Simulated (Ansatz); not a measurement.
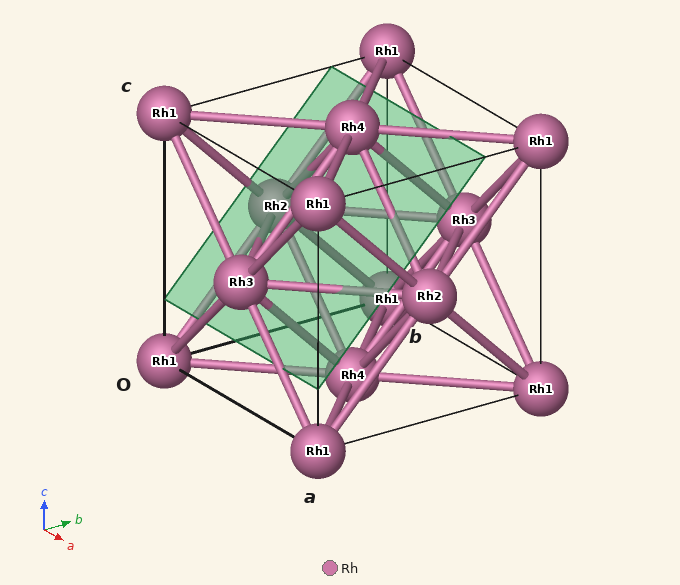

For Rh, the input geometry of an electronic-structure calculation (not necessarily at equilibrium): the shaded plane is a symmetry element of the crystal. All values are computed from the atomic coordinates in the standard setting (tolerance 0.002 Å).

a = 3.782 Å, b = 3.782 Å, c = 3.782 Å, α = 90.00°, β = 90.00°, γ = 90.00°.

```json
{"atom": "Rh1", "x": "0.0000", "y": "0.0000", "z": "0.0000"}
{"atom": "Rh2", "x": "0.0000", "y": "0.5000", "z": "0.5000"}
{"atom": "Rh3", "x": "0.5000", "y": "0.0000", "z": "0.5000"}
{"atom": "Rh4", "x": "0.5000", "y": "0.5000", "z": "0.0000"}
```

Question: Is it a mirror or a glide plane, and what is the operation?

Answer: It is a glide plane with glide vector (1/2, 1/4, 1/4), parallel to (0 1 −1), through (1/2, 3/8, 5/8): x, y, z → x+1/2, z, y+1/2.

Question: Onto which atom does it carry each atom (up to whole multiples of a, b and c)?

Answer: Rh1 → Rh3, Rh2 → Rh4, Rh3 → Rh2, Rh4 → Rh1.
